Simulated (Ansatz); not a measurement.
The relaxed structure here is a generated cell of ZnO: the first start was made by a random draw of sites in a space group, and the end was not matched to a known phase here, so it may be hypothetical. Known forms of ZnO include space group No. 186.

One stationary structure of ZnO. Computed with r2SCAN (plane waves to 500 eV, PAW, scalar-relativistic; Ansatz, a program for electronic structure).

P4₂/mmc (No. 131), tP4; a = b = 2.973 Å, c = 5.283 Å, α = β = γ = 90.00°.

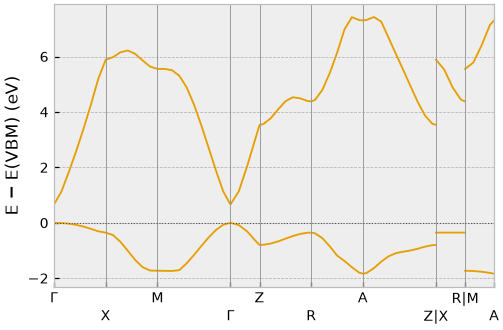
*Highest filled and lowest empty band along the path of this cell's Brillouin zone*

**Question.** Read off the gap and say whether it is direct.

**Answer.** 0.66 eV, direct at Γ (no spin-orbit coupling).

**Question.** How far does the top valence band disperse along this path?

**Answer.** About 1.8 eV.

No spin polarisation in the result.

The run could not lose the symmetry of its start: the end is stationary, and may be a saddle point rather than a minimum.
